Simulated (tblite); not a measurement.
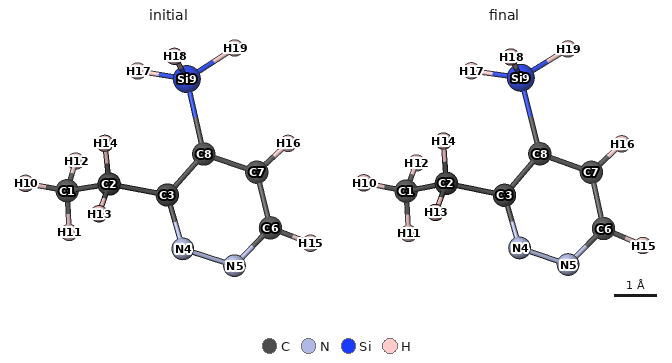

The structure of C₆H₁₀N₂Si before (left) and after (right) a relaxation, at one scale.

Style: ball-and-stick. Shown face on.

The calculation used GFN2-xTB geometry optimisation, gas phase in tblite 0.8.0. 

Question: Describe what moved and what it gained.

Answer: H12 moves most after the best rigid fit: 0.13 Å. Largest moves by element: H 0.13 Å, C 0.08 Å, N 0.08 Å, Si 0.07 Å. Near-neighbour distances that change, for instance: N4–N5 1.373 → 1.298 Å, C8–Si9 1.858 → 1.892 Å, C3–N4 1.354 → 1.323 Å, Si9–H19 1.494 → 1.463 Å. Among the angles between lasting bonds that change: H13–C2–H14 106.1° → 109.3°, C8–Si9–H19 110.2° → 107.0°, C3–C2–H14 112.4° → 110.2°. The energy falls by 24.9 kJ/mol in 59 geometry steps.
